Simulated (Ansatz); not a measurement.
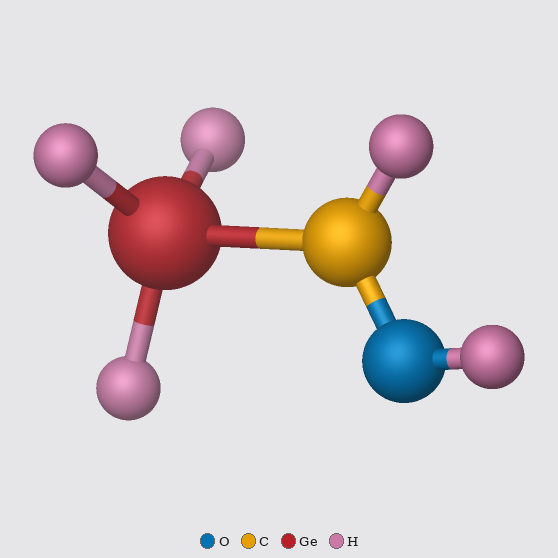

The species has charge +1 and is a spin singlet. Computed geometry: PBE0-D4/def2-TZVP optimisation. No frequency run is at hand to confirm it as a minimum.

Draw it as a skeletal formula.

SMILES: O[CH+][GeH3]

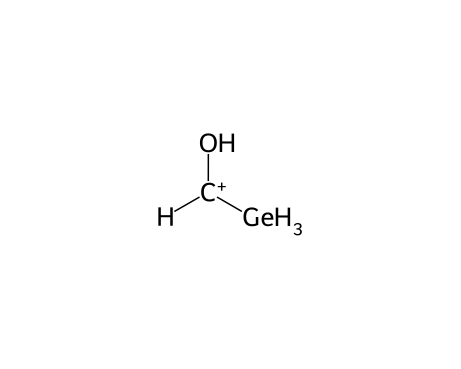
